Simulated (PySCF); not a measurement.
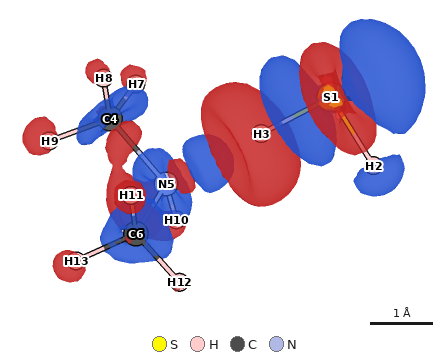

Figure. C2H9NS, SMILES `S.CNC`. Density of the complex less the densities of the two fragments at the same geometry, ±0.006 e/Å³ (blue: gain, red: loss). Fragment A: H2S (atoms 1–3); fragment B: H7C2N.

Level of theory: B3LYP/aug-cc-pVDZ (PySCF), at a geometry from GFN2-xTB. GFN2-xTB bond lengths at metals and heavier atoms can be off by up to 0.1 Å and shapes distorted, which carries into these values.

Question: Which way does charge flow?

Answer: Hirshfeld charges show 0.064 e passing from B to A. By Hirshfeld charges, electrons gather most on S1 (−0.081 e) and leave H3 most (+0.034 e); 0.18 e is displaced in all, which induces a dipole of 1.81 D.

Question: What is the interaction energy, and which contacts carry it?

Answer: The counterpoise-corrected interaction energy of the frozen fragments is −2.2 kcal/mol without dispersion correction and −4.9 kcal/mol with D3(BJ). The pair geometry is semi-empirical, not a minimum at this level. Contacts: H3···N5, hydrogen bond, 1.84 Å, ρ = 0.043 a.u. The pose is a local one from a semi-empirical search, not shown to be the most stable.

The PySCF run took 2.5 min on 1 thread of Intel(R) Xeon(R) Processor @ 2.50GHz (Skylake/Cascade Lake), on a shared host, peak memory 0.79 GiB.
